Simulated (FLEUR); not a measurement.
Convergence study of the k-point mesh for Mo (Im-3m, 1 atom in the cell)

```xyz
1
Lattice="-1.5671 1.5671 1.5671 1.5671 -1.5671 1.5671 1.5671 1.5671 -1.5671" Properties=species:S:1:pos:R:3 pbc="T T T"
Mo     0.0000     0.0000     0.0000
```

Method: FLEUR with LDA (Perdew-Zunger), all-electron FLAPW (FLEUR), scalar-relativistic valence.

Base settings: Kmax = 4.3 1/bohr; GmaxXC = 17.2 1/bohr; xcFunctional = pz; jspins = 1; l_soc = F; mode = hist; fermiSmearingEnergy = 0.00367493 Htr; mesh (inpgen div1-3) = 9 9 9; inpgen gamma flag = false; Gmax = 17.2 1/bohr.

Moved along: kpt_gamma.

The second cell is the first with its lattice scaled by 0.98.

Only quantities that move along the ladder and can be compared are tabulated.

Core times come from one kind of shared machine, to one figure; runs under 30 s give none.

The starting cell has typed, rounded lattice constants, without a prior relaxation at this level. Its lattice was rescaled by up to half a per cent. Spin polarisation is off. Values depend on the basis (sphere radii, cutoffs, local orbitals), which need not be converged.

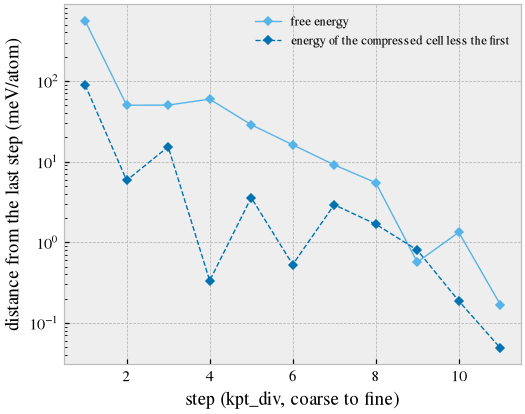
Fig. 1. Distance from the last step along the ladder; very small values are drawn at a floor.

| kpt_div | free energy less the last step's (meV/atom) | energy of the compressed cell less the first (meV/atom) | core time / last (rough) |
|---|---|---|---|
| 3 3 3 | 558.00 | 110.05 | – |
| 4 4 4 | 50.05 | 26.69 | – |
| 5 5 5 | -50.24 | 5.57 | – |
| 6 6 6 | -59.56 | 20.51 | – |
| 7 7 7 | 28.69 | 24.42 | – |
| 9 9 9 | -16.16 | 20.32 | – |
| 10 10 10 | 9.12 | 17.93 | – |
| 13 13 13 | -5.47 | 19.17 | – |
| 19 19 19 | -0.57 | 20.05 | 0.3 |
| 23 23 23 | -1.33 | 20.66 | 0.5 |
| 29 29 29 | 0.17 | 20.90 | 0.7 |
| 32 32 32 | 0.00 | 20.85 | 1 |

Coarsest kpt_div that holds the energy of the compressed cell less the first within 1 meV/atom of the last step, with all finer ones: 19 19 19, at about 0.3 of the last step's time; the step before is off by 1.7 meV/atom.

Coarsest kpt_div that holds the free energy within 0.5 meV/atom of the last step, with all finer ones: 29 29 29; the step before is off by 1.3 meV/atom.

The energy difference between the two cells stays within 1 meV/atom of the last step's from 19 19 19 on, the total only from 29 29 29 on: much of the error is common to both cells and cancels.
